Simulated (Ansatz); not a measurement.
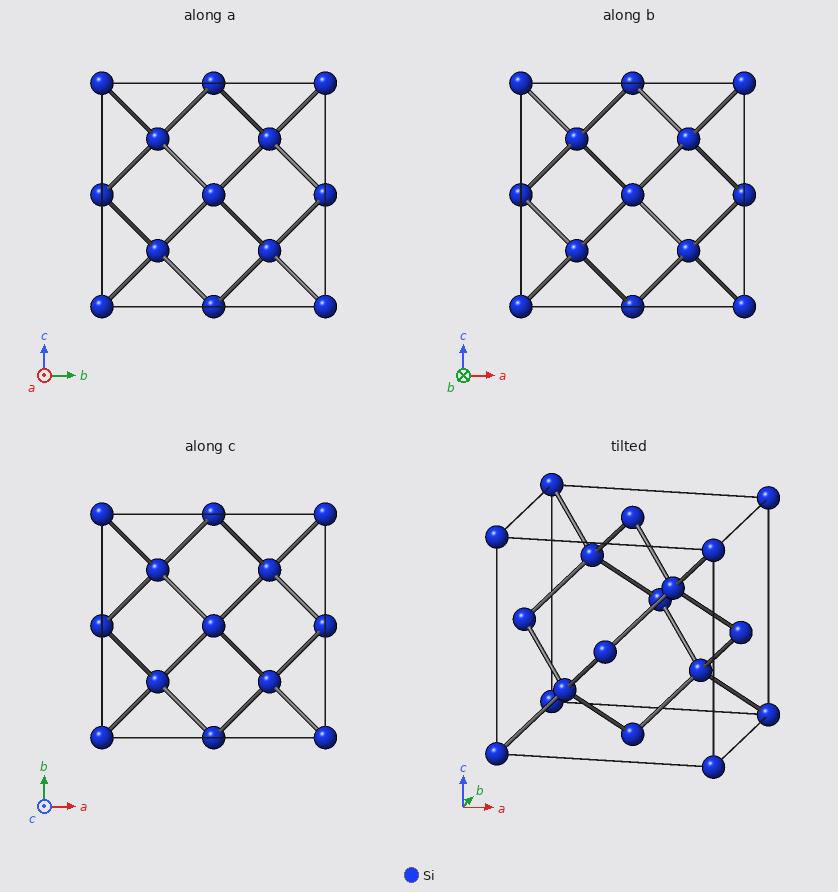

The figure gives a ball-and-stick picture of the atoms, viewed along the a axis, along the b axis, along the c axis and slightly off an axis. The edges of the conventional unit cell are marked.

Lattice parameters: a = 5.467 Å, b = 5.467 Å, c = 5.467 Å, α = 90.00°, β = 90.00°, γ = 90.00°.

**Express the structure as a table of Wyckoff sites.**

Space group Fd-3m:1 (No. 227).
```
atom  site       x       y       z
  Si    8a  0.0000  0.5000  0.5000
```

Origin of the cell: a generated cell, made by putting these elements into a known structure type (the compound may or may not exist in this form). The atoms were relaxed in a fixed cell with DFT, PAW plane waves, r2SCAN (Ansatz).
